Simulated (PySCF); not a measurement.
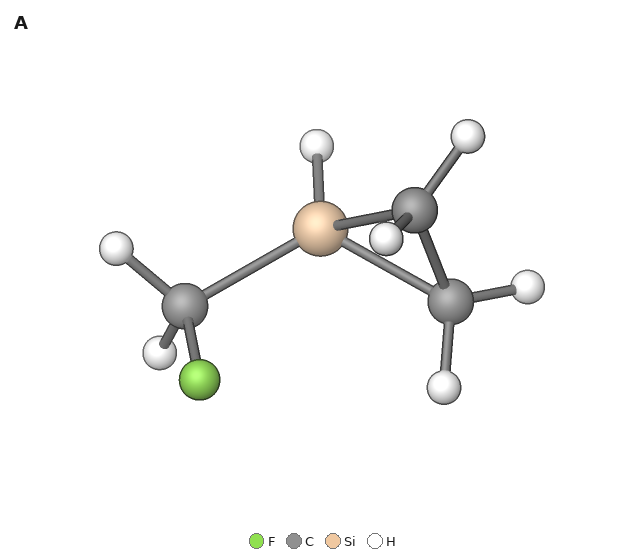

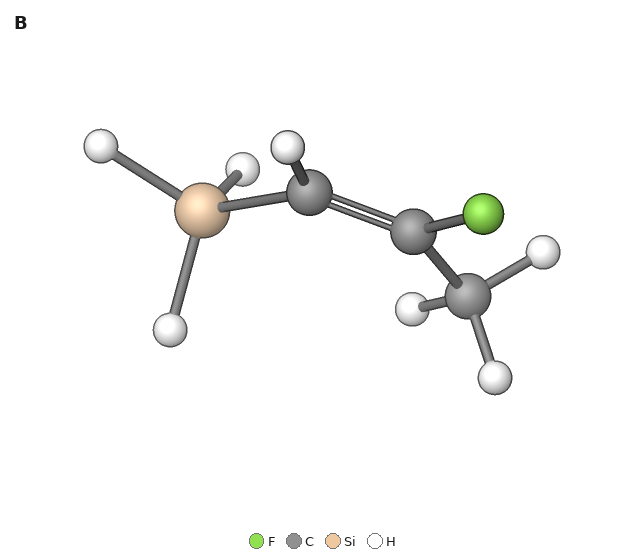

2 stationary structures of one formula. Geometries: PBE0-D3(BJ)/def2-SVP. Electronic energies: PBE0-D3(BJ)/def2-SVP (PySCF 2.14.0), without zero-point energy. No frequency run is at hand to confirm each as a minimum. Each is one conformer, not always the lowest.

> How are they related?

They are constitutional isomers of C3H7FSi: A `FC[SiH]1CC1`, B `C/C(F)=C\[SiH3]`.

> Which structure is the most stable?

B is lowest; A lies 16.5 kcal/mol above it.
